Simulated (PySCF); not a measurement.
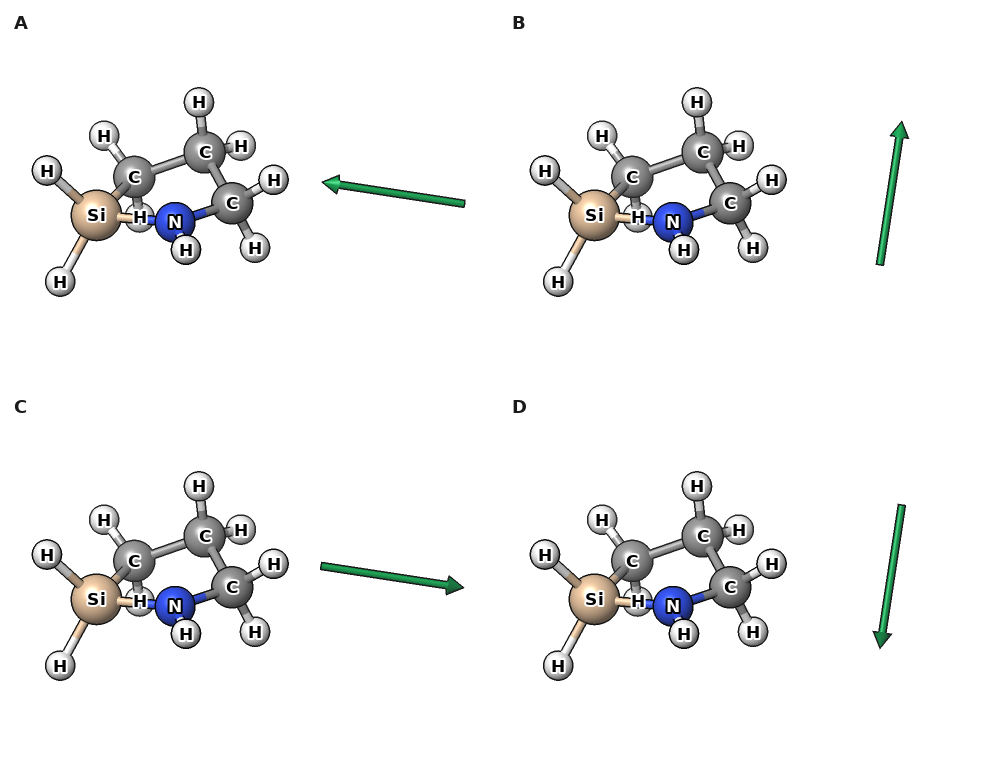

The same molecule four times, each with an arrow. Computed geometry: PBE0-D3(BJ)/def2-SVP optimisation. No frequency run is at hand to confirm it as a minimum. Level of theory: PBE0/pcSseg-1 in chloroform (IEF-PCM) (PySCF 2.14.0).

Question: Which arrow points along the dipole moment, from the negative to the positive end?

Answer: C. The dipole moment is 1.17 D.
